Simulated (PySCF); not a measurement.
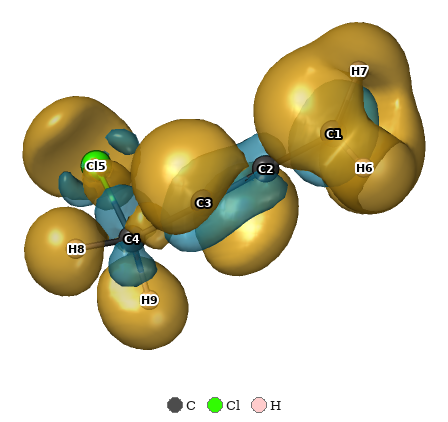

C$_{4}$H$_{4}$Cl, doublet, SMILES `[CH2]C#CCCl`. Fukui function f⁻ = ρ(N) − ρ(N−1) at fixed geometry, surfaces at ±0.015 e/Å³ (yellow positive, teal negative).

Level of theory: PBE/def2-SVPD (PySCF), at a geometry from GFN2-xTB. No frequency check shows the geometry to be a minimum. GFN2-xTB bond lengths at metals and heavier atoms can be off by up to 0.1 Å and shapes distorted, which carries into these values. GFN2-xTB doesn't know the spin state, so this open-shell geometry is rough.

Question: On which atoms does the density change most on removal of an electron?

Answer: f⁻ (Hirshfeld-condensed) is largest on C1 (0.24), C3 (0.19) and Cl5 (0.15); the vertical ionisation energy is 8.15 eV (to the singlet cation, which needn't be its lowest state). Condensed values hint at sites of electrophilic attack but needn't mark the atom that reacts. Shares this close don't rank the sites. Orbital relaxation makes it negative in places (0.16 e in all).

```csv
atom,f⁻,charge
C1,+0.24,−0.07
C2,+0.10,−0.03
C3,+0.19,−0.03
C4,+0.04,−0.01
Cl5,+0.15,−0.10
H6,+0.08,+0.05
H7,+0.08,+0.05
H8,+0.06,+0.06
H9,+0.06,+0.06
```
